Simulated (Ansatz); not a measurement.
```xyz
5
charge 0, multiplicity 1
Si   -0.0018   -0.0096    0.0021
F     0.9229    0.9127    0.9095
F     0.9147   -0.9199   -0.9249
F    -0.9091    0.9229   -0.9178
F    -0.9141   -0.9071    0.9112
```

Geometry: a fixed input geometry, not necessarily a minimum.

Work out the structure from the coordinates.

The molecule is SiF₄. Its SMILES string is `F[Si](F)(F)F`. Coordination: 1 Si tetrahedral.

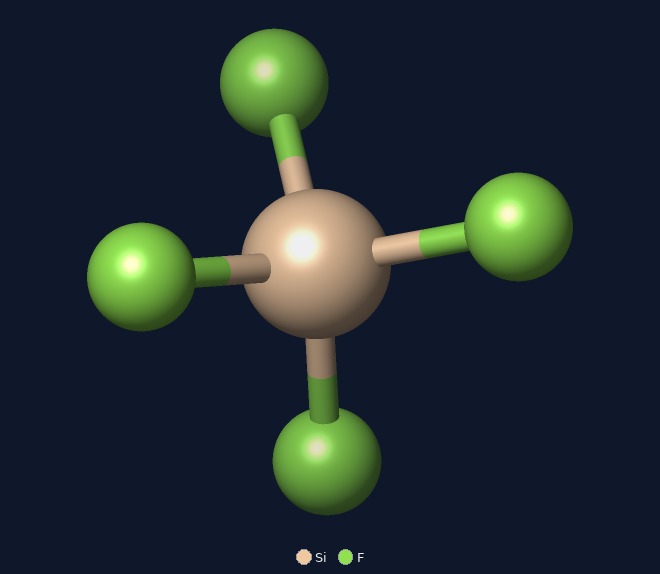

The picture comes from a calculation with Ansatz.
